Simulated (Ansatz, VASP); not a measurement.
# Be2GaSe4: VASP beside Ansatz

One calculation is typed for both programs; each brings its own data sets and cutoff. How far apart do they land? The cell is invented: As first built, before any earlier steps moved the atoms: it takes the Zn2GaSe4 structure with some of its atoms replaced by other elements, volume scaled by an estimate. It may not be a known or stable phase. The cell comes out of the VASP series on this material, whose earlier steps may have relaxed, scaled or displaced it; both programs get it as it stands.

Program: Ansatz 0.2.0. Level of theory: plane waves, with VASP 6.6.1 beside it; single point at PBE and single point at PBEsol, spin-orbit coupling. Results are calculated unless marked as measured.

### Step 1. The starting structure

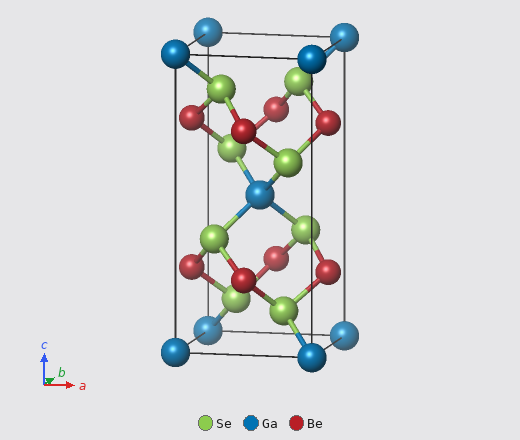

The starting structure, seen slightly off an axis (selenium green, gallium blue, beryllium red). This picture shows the conventional cell, with its axes. Bonds to atoms that aren't drawn are left out. Some periodic images of atoms are drawn too.

Coordinates:

```
Se Ga Be
1.0
    -2.56655    2.56655    5.53089
     2.56655   -2.56655    5.53089
     2.56655    2.56655   -5.53089
Se Ga Be
4 1 2
Direct
  0.86159 0.40286 0.00000
  0.40286 0.86159 0.00000
  0.59714 0.59714 0.45872
  0.13841 0.13841 0.54128
  0.00000 0.00000 0.00000
  0.25000 0.75000 0.50000
  0.75000 0.25000 0.50000
```

### Step 2. VASP: single point, PBE

With cell and atoms fixed, the geometry can't cause a difference; cores, projectors, grids and the points listed under the comparison can.

Lines of VASP's logs that name or quote its potential files are left out, and so is its time.

Contents of INCAR:

```
SYSTEM = Be2GaSe4
PREC = Accurate
ENCUT = 400
EDIFF = 1E-06
NELM = 100
ISMEAR = -1
SIGMA = 0.05
LREAL = .FALSE.
ALGO = Normal
GGA = PE
NBANDS = 27
LORBIT = 11
LWAVE = .FALSE.
LCHARG = .TRUE.
ISIF = 2
LELF = .TRUE.
LVHAR = .TRUE.
```

Contents of POSCAR:

```
Be2GaSe4
1.0
   -2.5665471488      2.5665471488      5.5308933266
    2.5665471488     -2.5665471488      5.5308933266
    2.5665471488      2.5665471488     -5.5308933266
Se Ga Be
4 1 2
Direct
    0.8615858839      0.4028629617      0.0000000000
    0.4028629617      0.8615858839      0.0000000000
    0.5971370383      0.5971370383      0.4587229221
    0.1384141161      0.1384141161      0.5412770779
    0.0000000000      0.0000000000      0.0000000000
    0.2500000000      0.7500000000      0.5000000000
    0.7500000000      0.2500000000      0.5000000000
```

Contents of KPOINTS:

```
Automatic mesh
0
Gamma
6 6 6
0 0 0
```

Potentials, in the order of the species: Se, Ga_d and Be (PBE family, release 64).

Started as:

```console
$ mpirun -np 2 vasp_std
```

Numbers of over 12 decimals in the logs are rounded to 6 here.

The program printed:

```text
[banner, memory and clock lines left out]
running    2 mpi-ranks, on    1 nodes
 distrk:  each k-point on    2 cores,    1 groups
 distr:  one band on    1 cores,    2 groups

 POSCAR found type information on POSCAR SeGaBe
 POSCAR found :  3 types and       7 ions
 LDA part: xc-table for (Slater+PW92), standard interpolation
|                                                                             |
|           W    W    AA    RRRRR   N    N  II  N    N   GGGG   !!!           |
|           W    W   A  A   R    R  NN   N  II  NN   N  G    G  !!!           |
|           W    W  A    A  R    R  N N  N  II  N N  N  G       !!!           |
|           W WW W  AAAAAA  RRRRR   N  N N  II  N  N N  G  GGG   !            |
|           WW  WW  A    A  R   R   N   NN  II  N   NN  G    G                |
|           W    W  A    A  R    R  N    N  II  N    N   GGGG   !!!           |
|                                                                             |
|     The number of bands has been changed from the values supplied in        |
|     The orbitals not found in the WAVECAR file will be initialized with     |
|     random numbers, which is usually adequate. For correlated               |
|     calculations, however, you should redo the groundstate calculation.     |
|     I found NBANDS = 27. Now, NBANDS = 28.                                  |
|                                                                             |

 POSCAR, INCAR and KPOINTS ok, starting setup
 FFT: planning ... GRIDC
 FFT: planning ... GRID_SOFT
 FFT: planning ... GRID
 WAVECAR not read
 entering main loop
       N       E                     dE             d eps       ncg     rms          rms(c)
DAV:   1     0.254687287555E+03    0.25469E+03   -0.15220E+04  1740   0.128E+03
DAV:   2     0.319049663223E+01   -0.25150E+03   -0.24155E+03  1888   0.299E+02
DAV:   3    -0.276710558946E+02   -0.30862E+02   -0.30369E+02  2016   0.104E+02
DAV:   4    -0.288184430236E+02   -0.11474E+01   -0.11366E+01  2172   0.212E+01
DAV:   5    -0.288408096416E+02   -0.22367E-01   -0.22328E-01  2156   0.279E+00    0.669E+00
DAV:   6    -0.283607083307E+02    0.48010E+00   -0.70668E-01  2304   0.205E+01    0.404E+00
DAV:   7    -0.282915768738E+02    0.69131E-01   -0.40766E-01  2356   0.399E+00    0.117E+00
DAV:   8    -0.282955641068E+02   -0.39872E-02   -0.49690E-02  2064   0.254E+00    0.360E-01
DAV:   9    -0.282971645189E+02   -0.16004E-02   -0.58573E-03  2164   0.910E-01    0.162E-01
DAV:  10    -0.282971159246E+02    0.48594E-04   -0.61735E-04  2160   0.192E-01    0.796E-02
DAV:  11    -0.282972152527E+02   -0.99328E-04   -0.29081E-04  2104   0.158E-01    0.132E-02
DAV:  12    -0.282972154706E+02   -0.21786E-06   -0.35704E-05  2072   0.468E-02    0.115E-02
DAV:  13    -0.282972163709E+02   -0.90028E-06   -0.41912E-06  1848   0.178E-02
   1 F= -.28297216E+02 E0= -.28281489E+02  d E =-.314549E-01
```

From OUTCAR (step 2):

```text
ion  position               nearest neighbor table
   1  0.862  0.403  0.000-   6 2.24   7 2.24   5 2.45
   2  0.403  0.862  0.000-   7 2.24   6 2.24   5 2.45
   3  0.597  0.597  0.459-   6 2.24   7 2.24   5 2.45
   4  0.138  0.138  0.541-   6 2.24   7 2.24   5 2.45
   5  0.000  0.000  0.000-   3 2.45   2 2.45   1 2.45   4 2.45
   6  0.250  0.750  0.500-   4 2.24   2 2.24   1 2.24   3 2.24
   7  0.750  0.250  0.500-   4 2.24   1 2.24   2 2.24   3 2.24

  LATTYP: Found a body centered tetragonal cell.
 ALAT       =     5.1330942976
 C/A-ratio  =     2.1549938520

 Subroutine GETGRP returns: Found  8 space group operations
 (whereof  8 operations were pure point group operations)

The static configuration has the point symmetry D_2d.

 Found     30 irreducible k-points:

   k-points           NKPTS =     30   k-points in BZ     NKDIM =     30   number of bands    NBANDS=     28

   dimension x,y,z NGX =    48 NGY =   48 NGZ =   48
   dimension x,y,z NGXF=    96 NGYF=   96 NGZF=   96

   ENCUT  =  400.0 eV  29.40 Ry    5.42 a.u.  10.79 10.79 10.79*2*pi/ulx,y,z

   NELECT =      41.0000    total number of electrons

 k-points in reciprocal lattice and weights: Automatic mesh
   0.00000000  0.00000000  0.00000000       0.005
   0.16666667  0.00000000  0.00000000       0.037
   0.33333333  0.00000000  0.00000000       0.037
   0.50000000  0.00000000  0.00000000       0.019
   0.16666667  0.16666667  0.00000000       0.037
   0.33333333  0.16666667  0.00000000       0.074
   0.50000000  0.16666667  0.00000000       0.074
  -0.33333333  0.16666667  0.00000000       0.074
  -0.16666667  0.16666667  0.00000000       0.019
[...]
-0.33333333 -0.33333333  0.33333333       0.009
   0.50000000  0.50000000  0.50000000       0.005

 average (electrostatic) potential at core
       1 -54.8737       2 -54.8737       3 -54.8737       4 -54.8737       5 -67.3294
       6 -36.5311       7 -36.5311

 E-fermi :   2.6856

 k-point     1 :       0.0000    0.0000    0.0000
  band No.  band energies     occupation
    ...
     14      -0.5308      2.00000
     15      -0.1213      2.00000
     16      -0.1213      2.00000
     17       0.8134      2.00000
     18       0.8134      2.00000
     19       2.8294      0.10671
     20       3.1458      0.00020
     21       3.1458      0.00020
     22       5.1715      0.00000
     23       5.8637      0.00000
    ...

 k-point     2 :       0.1667    0.0000    0.0000
  band No.  band energies     occupation
    ...
     15       0.1595      2.00000
     16       0.2862      2.00000
     17       0.7019      2.00000
     18       0.8406      2.00000
     19       2.1989      1.99988
     20       2.7449      0.46841
     21       2.8949      0.03000
     22       5.6678      0.00000
     23       6.4275      0.00000
     24       7.2343      0.00000
    ...

 k-point     3 :       0.3333    0.0000    0.0000
  band No.  band energies     occupation
    ...
     17       0.9287      2.00000
     18       0.9883      2.00000
     19       1.5196      2.00000
     20       2.0690      1.99999
     21       2.5255      1.92183
     22       5.9663      0.00000
     23       7.0109      0.00000
     24       7.4420      0.00000
     25       7.8801      0.00000
     26       8.3629      0.00000
    ...

  Total        0.0350319      0.0350319      0.0128075      0.0000000     -0.0000000      0.0000000
  in kB        0.3851414      0.3851414      0.1408063      0.0000000     -0.0000000      0.0000000
  external PRESSURE =       0.3036964 kB  Pullay stress =       0.0000000 kB

  energy-cutoff  :      400.00
  volume of cell :      145.73
      direct lattice vectors                 reciprocal lattice vectors
    -2.566547149  2.566547149  5.530893327     0.000000000  0.194814266  0.090401310
     2.566547149 -2.566547149  5.530893327     0.194814266  0.000000000  0.090401310
     2.566547149  2.566547149 -5.530893327     0.194814266  0.194814266  0.000000000

 POSITION                                       TOTAL-FORCE (eV/Angst)
 -----------------------------------------------------------------------------------
     -1.17733      1.17733      6.99353        -0.002590      0.002590      0.005163
      1.17733     -1.17733      6.99353         0.002590     -0.002590      0.005163
      1.17733      1.17733      4.06825         0.002590      0.002590     -0.005163
      1.38921      1.38921     -1.46264        -0.002590     -0.002590     -0.005163
      0.00000      0.00000      0.00000        -0.000000      0.000000      0.000000
      2.56655      0.00000      2.76545         0.000000     -0.000000      0.000000
      0.00000      2.56655      2.76545         0.000000     -0.000000      0.000000
 -----------------------------------------------------------------------------------
    total drift:                               -0.000005     -0.000005     -0.000002

  FREE ENERGIE OF THE ION-ELECTRON SYSTEM (eV)
  ---------------------------------------------------
  free  energy   TOTEN  =       -28.2972163709 eV

  energy  without entropy=      -28.2657615061  energy(sigma->0) =      -28.28148894

 total charge
# of ion       s       p       d       tot
------------------------------------------
    1        1.458   2.377   0.029   3.864
    2        1.458   2.377   0.029   3.864
    3        1.458   2.377   0.029   3.864
    4        1.458   2.377   0.029   3.864
    5        0.866   0.711  10.011  11.588
    6        0.379   0.595   0.000   0.973
    7        0.379   0.595   0.000   0.973
--------------------------------------------------
tot          7.456  11.406  10.127  28.990

[... 3 further parts left out ...]
```

The run ends at a pressure of 0.03 GPa, with forces up to 0.0063 eV/Å.

### Step 3. Ansatz: single point, PBE

Ansatz runs on its default PAW (the set named soft_2) files.

The same cell, functional, mesh and smearing now go to Ansatz, which takes its cutoff from its data sets.

Contents of input.yaml:

```yaml
crystal:
  lattice:
    - [-2.5665471488, 2.5665471488, 5.5308933266]
    - [2.5665471488, -2.5665471488, 5.5308933266]
    - [2.5665471488, 2.5665471488, -5.5308933266]
  atoms:
    - { symbol: Se, position: [0.8615858839, 0.4028629617, 0.0] }
    - { symbol: Se, position: [0.4028629617, 0.8615858839, 0.0] }
    - { symbol: Se, position: [0.5971370383, 0.5971370383, 0.4587229221] }
    - { symbol: Se, position: [0.1384141161, 0.1384141161, 0.5412770779] }
    - { symbol: Ga, position: [0.0, 0.0, 0.0] }
    - { symbol: Be, position: [0.25, 0.75, 0.5] }
    - { symbol: Be, position: [0.75, 0.25, 0.5] }
hamiltonian:
  xc: pbe
  pseudopotentials: { kind: paw }
kpoints:
  mp_grid: { grid: [6, 6, 6] }
scf:
  occupations: { method: fermi_dirac, width: 0.05 }
  n_extra_bands: 5
output:
  forces: true
  stress: true
  eigenvalues: true
```

Started as:

```console
$ ansatz run input.yaml --threads 4 --pin off --max-ram 9216MiB --backend cpu --events-out ev --progress --plain --runs-dir out
```

The program printed:

```text
scf.n_extra_bands = 5 over 41 filled bands (N_el = 81.0): the run solves 46 bands
Engine: ansatz 0.2.0, x86_64-unknown-linux-gnu
Pseudopotentials: kind: paw
Pseudopotential: Se, paw, valence charge 16, recommended cutoff 420 eV (normal), Se.paw.azcp
Pseudopotential: Ga, paw, valence charge 13, recommended cutoff 420 eV (normal), Ga.paw.azcp
Pseudopotential: Be, paw, valence charge 2, recommended cutoff 420 eV (normal), Be.paw.azcp
Functional definition: PBE
  parameter kappa = 0.804
  parameter beta = 0.066725
  exchange = pbe_x(kappa = kappa, mu = beta*pi^2/3)
  correlation = pbe_c(beta = beta)
Crystal: 7 atoms, lattice volume = 145.732 Å³
Basis set: ecut = 420 eV, 2875 PW (Γ), exchange–correlation on 90×90×90 points (8 copies of the dense FFT grid, shifted against one another)
Bands: 46, of which v1, the nominal top of the filled ones, is band 41 counted from 1 (40 counted from 0)
Symmetry: 8 space group operations
Space group: I-42m (ITA 121), of the structure as read, at distance tolerance 5.3e-5 Å
k-points: 30 of 216 (time reversal used)
Non-local potential: Se, projectors of the file, l = 0: 2, l = 1: 2, l = 2: 3, l = 3: 1
Non-local potential: Ga, projectors of the file, l = 0: 2, l = 1: 2, l = 2: 3, l = 3: 1
Non-local potential: Be, projectors of the file, l = 0: 2, l = 1: 2, l = 2: 1
PAW form: soft (Blöchl's): semilocal exchange-correlation on the pseudo side does not see the compensation charge
PAW one-centre angular grid: Se, 590 points (default); XC on 64 Gauss nodes
PAW one-centre angular grid: Ga, 590 points (default); XC on 64 Gauss nodes
PAW one-centre angular grid: Be, 110 points (default); XC on 64 Gauss nodes
Initial density: superposition of atomic densities (neutral atoms: chi_scale 0, normalization atom), corrected by the library's trained network
Initial wavefunctions: pseudopotential atomic-orbital guess
Functional: x = pbe(κ = 0.804, μ = 0.219515), c = pbe(β = 0.066725)
SCF iter   1: F=—  HF=-25848.743614 eV  |F-HF|=—  |Δ(HF+E_count)|=         —  Δρ=1.90e-3  dr2=6.85e-3  ethr=1.77e-3  ⟨swp⟩=6.8  Hψ=5357  notcnv=0
preconditioner: auto → LDOS  [metal: Δε(μ)=0.012 eV  Ē_g=11.525 eV  σ=0.050 eV  W_gap=0.06  n_scr=36 (ndim 8)  ℏωp=19.7 eV  f_vac=0.028  D(μ)=3.85/eV (n_scr^D=30)  β→1.0]
SCF iter   2: F=—  HF=-25848.742316 eV  |F-HF|=—  |Δ(HF+E_count)|=   1.30e-3  Δρ=1.16e-3  dr2=4.17e-3  ethr=8.45e-6  ⟨swp⟩=2.0  Hψ=3000  notcnv=0  defer=29
SCF iter   3: F=—  HF=-25848.740982 eV  |F-HF|=—  |Δ(HF+E_count)|=   1.33e-3  Δρ=2.20e-4  dr2=8.39e-5  ethr=5.15e-6  ⟨swp⟩=2.0  Hψ=1976  notcnv=0  defer=29
SCF iter   4: F=—  HF=-25848.740920 eV  |F-HF|=—  |Δ(HF+E_count)|=   6.14e-5  Δρ=7.90e-5  dr2=5.36e-6  ethr=1.04e-7  ⟨swp⟩=2.0  Hψ=2324  notcnv=0  defer=29
SCF iter   5: F=—  HF=-25848.740919 eV  |F-HF|=—  |Δ(HF+E_count)|=   1.14e-6  Δρ=3.65e-5  dr2=1.23e-6  ethr=6.62e-9  ⟨swp⟩=2.0  Hψ=2005  notcnv=0  defer=29
SCF iter   6: F=—  HF=-25848.740919 eV  |F-HF|=—  |Δ(HF+E_count)|=   5.09e-7  Δρ=1.01e-5  dr2=1.11e-7  ethr=1.52e-9  ⟨swp⟩=2.0  Hψ=1943  notcnv=0  defer=29
SCF iter   7: F=-25848.740919 eV  HF=-25848.740919 eV  |F-HF|=2.44e-9  |Δ(HF+E_count)|=   8.94e-8  Δρ=2.66e-6  dr2=9.01e-9  ethr=1.23e-10  ⟨swp⟩=7.9  Hψ=5359  notcnv=0
SCF 1 converged in 7 iterations: F = -25848.740919 eV  dr2 = 9.01e-9
  greatest PAW one-centre occupation: 1.000 electrons in one spin orbital (limit 2), on the Se atom at site 2 (counted from 0), in its partial waves of l = 2
SCF converged after 7 iterations
Free energy (F): -25848.740919 eV
Harris-Foulkes:  -25848.740919 eV  (|F-HF|=2.44e-9)
Internal energy: -25848.709461 eV  (E = F + TS)
E sigma→0 (E₀):  -25848.725190 eV
Entropy (-TS):   -0.031457 eV (-4.494 meV/atom)
Fermi energy:    6.488917 eV
--- Per-component energies (eV) ---
  E_band       = -1649.938521
  E_kinetic    = 626.835936
  E_local      = -12205.144365  (includes V_loc(G=0)·N_el)
  E_nonlocal   = -1948.452278
  E_hartree    = 5953.055160
  E_xc         = -523.218336
  E_vxc        = -489.421681  (∫ρ·V_xc dr)
  E_paw        = -9754.059756  (= ΣΔE_a)
  E_vpaw       = 460.135638  (= ΣTr[D̂ρ^β])
  E_aug_tail   = -0.002413  (compensation charges beyond the density's cutoff)
  E_ewald      = -7997.723410
  E_smearing   = -0.031457  (= −TS)
  E_closure    = -0.000000  (closes the sum)
  Σ components = -25848.740919   (vs F -25848.740919, Δ=0.00e0)
--- Forces (eV/Å), atoms counted from 1 ---
  atom   1  Se    -0.01173900     0.01173900     0.01282443
  atom   2  Se     0.01173900    -0.01173900     0.01282443
  atom   3  Se     0.01173900     0.01173900    -0.01282443
  atom   4  Se    -0.01173900    -0.01173900    -0.01282443
  atom   5  Ga    -0.00000000     0.00000000     0.00000000
  atom   6  Be    -0.00000000    -0.00000000    -0.00000000
  atom   7  Be    -0.00000000     0.00000000    -0.00000000
  max |Σ_I F_I| component: 1.56e-17 eV/Å
--- Stress (GPa, compression-positive) ---
       -0.035967      -0.000000      -0.000000
        0.000000      -0.035967      -0.000000
        0.000000      -0.000000      -0.057196
  P = ⅓ Tr σ = -0.0430 GPa (-0.430 kbar)
--- Band table (eV; the first three rows and the last of 30) ---
  k-point 0: bands = [... 37 lower, 4.6166, 6.6315, 6.9486, 6.9486, 8.9848, 9.6764, 10.8704, 11.6523, ... 1 higher]
  k-point 1: bands = [... 37 lower, 4.8588, 5.5296, 6.2423, 6.9332, 9.5610, 10.4124, 11.3473, 11.5855, ... 1 higher]
  k-point 2: bands = [... 37 lower, 5.3497, 5.4858, 5.6079, 6.8207, 9.5075, 11.1354, 11.1434, 11.7744, ... 1 higher]
  k-point 29: bands = [... 37 lower, 4.9519, 4.9519, 6.2044, 6.2044, 8.6620, 9.4338, 9.4338, 10.4253, ... 1 higher]
```

Elapsed: 6.3 s, on 4 threads of Intel Xeon Platinum 8259CL at 2.50GHz (Skylake/Cascade Lake), shared host; peak memory 0.62 GiB.

The column dr2 measures how far the density is from self-consistency, as an energy; F and HF (Harris–Foulkes) agree once it is small.

The run ends at a pressure of -0.04 GPa, with forces up to 0.021 eV/Å.

### Step 4. Comparison

Known differences besides the PAW data sets themselves: the data sets hold 81 valence electrons in Ansatz (default PAW (the set named soft_2) files) and 41 in VASP; the cutoff is 420 eV in Ansatz and 400 eV in VASP; VASP leaves aspherical gradient terms in its spheres out (LASPH is not set), Ansatz keeps them. Total energies have different zeros and are not compared.

The two programs side by side:

| quantity | Ansatz | VASP | difference |
| --- | --- | --- | --- |
| pressure (GPa) | -0.04 | 0.03 | -0.07 |

At this near-relaxed geometry the largest component of a force difference is 9 meV/Å. Ansatz's pressure holds a Pulay correction of 0.02 GPa; VASP's holds none.

### Step 5. Ansatz: single point, PBEsol, spin-orbit coupling

With cell and atoms fixed, the geometry can't cause a difference; cores, projectors, grids and the points listed under the comparison can.

input.yaml, as its differences from that of step 3:

```diff
@@ -14,9 +14,12 @@
 hamiltonian:
-  xc: pbe
-  pseudopotentials: { kind: paw }
+  xc: pbesol
+  pseudopotentials: { kind: paw_fr }
+magnetization:
+  noncollinear: true
+  spin_orbit: true
 kpoints:
-  mp_grid: { grid: [6, 6, 6] }
+  mp_grid: { grid: [5, 5, 5] }
 scf:
-  occupations: { method: fermi_dirac, width: 0.05 }
-  n_extra_bands: 5
+  occupations: { method: gaussian, width: 0.05 }
+  n_extra_bands: 10
 output:
```

The program printed:

```text
[...]
non-collinear run that drives no moment, with spin-orbit: no starting moment large enough to seed its density (crystal.atoms[].spin), no starting occupations that ask for one, no magnetisation constraint and no magnetic field, so the semilocal B_xc is pinned to zero
Crystal: 7 atoms, lattice volume = 145.732 Å³
[...]
k-point 0: bands = [... 77 lower, 6.3994, 6.8342, 6.8342, 6.9863, 6.9863, 8.8020, 8.8020, 9.4450, ... 6 higher]
  k-point 1: bands = [... 77 lower, 5.1367, 5.9387, 5.9588, 6.8352, 6.8422, 9.4584, 9.4600, 10.3781, ... 6 higher]
  k-point 2: bands = [... 77 lower, 5.5602, 5.9875, 6.0789, 6.6412, 6.6513, 9.0776, 9.1024, 10.7064, ... 6 higher]
  k-point 17: bands = [... 77 lower, 5.0026, 5.8002, 5.9105, 5.9783, 6.0018, 8.9322, 8.9771, 9.4319, ... 6 higher]
[key lines of the parts left out:]
SCF converged after 10 iterations
Magnetization: |M| = 0.0000 μB,  M = (+0.0000, +0.0000, +0.0000) μB
Free energy (F): -25625.244594 eV
Fermi energy:    6.357838 eV
P = ⅓ Tr σ = -2.5355 GPa (-25.355 kbar)
```

The job ended after 33 s (4 threads; peak memory 1.6 GiB).

The run ends at a pressure of -2.54 GPa, with forces up to 0.080 eV/Å.

(Part 1 of 2 ends here.)

[Lines on the potential files, build, host, timing and source positions are cut from VASP's logs without a mark.]

[Logs are printed without paths, hosts, clocks, repeated set-up lines and the standing remarks that a program may print on its own settings, such as how far it seeks lower states.]

[Hosts, paths, dates, database ids (printed as entryN), source tags and the programs' standing remarks are cut or masked in the printed files.]
